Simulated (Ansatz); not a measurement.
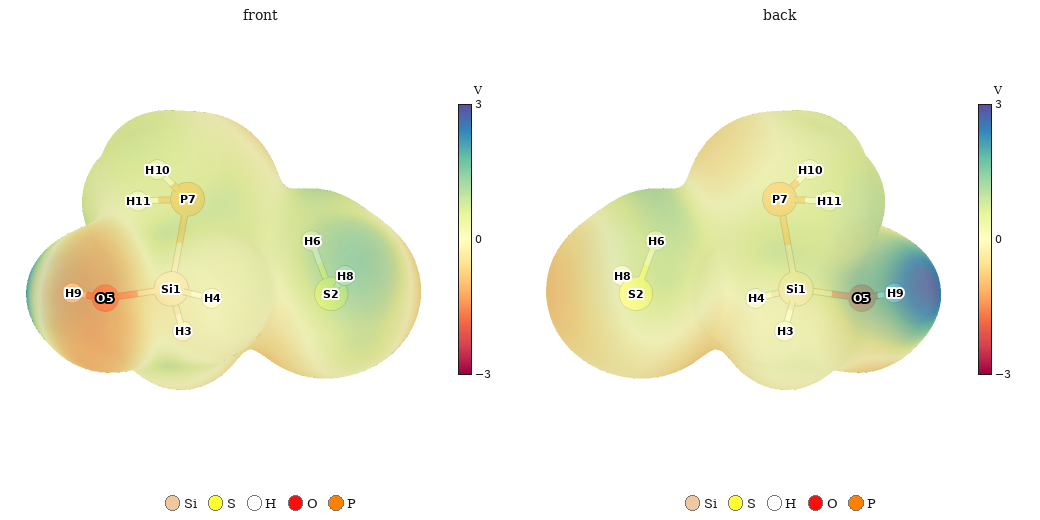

Figure. H₅OPSi···H₂S. The molecular electrostatic potential painted on the density surface at 0.002 e/bohr³, seen from the front and from behind; the colour scale runs from red (negative) to blue (positive).

The product side of a reaction path; geometry: PBE0-D4/def2-TZVP.

Level of theory: RKS PBE0-D4/def2-TZVPP (Ansatz).

The calculation's input:

```
crystal:
  periodic: [false, false, false]
  atoms:
    - {symbol: Si, position_ang: [-0.915235, 0.298363, -0.177232]}
    - {symbol: S, position_ang: [0.900407, -2.741212, 1.217100]}
    - {symbol: H, position_ang: [-1.186262, -0.938931, -0.955421]}
    - {symbol: H, position_ang: [-1.143773, 0.081294, 1.268271]}
    - {symbol: O, position_ang: [-1.957421, 1.508120, -0.594376]}
    - {symbol: H, position_ang: [1.851120, -1.920468, 0.741991]}
    - {symbol: P, position_ang: [1.264930, 0.787244, -0.499038]}
    - {symbol: H, position_ang: [0.905193, -2.139652, 2.416080]}
    - {symbol: H, position_ang: [-1.946910, 1.809143, -1.503799]}
    - {symbol: H, position_ang: [1.139207, 2.127384, -0.046011]}
    - {symbol: H, position_ang: [1.088643, 1.128717, -1.867464]}
basis:
  gaussian: {orbitals: def2-TZVPP}
hamiltonian: {xc: pbe0, dispersion: d4}
output: {orbitals: {seedname: orbitals}}
```

Run with:

```sh
ansatz run in.yaml --threads 4 --pin off --events-out ev --progress --plain --max-ram 9574MiB
```

Where is the surface potential most negative and most positive?

The most negative region (about −1.3 V, or −30 kcal/mol for a unit charge) lies over O5, the most positive (about +2.7 V, or +62 kcal/mol for a unit charge) over H9. O5 is the likeliest acceptor of a hydrogen bond.
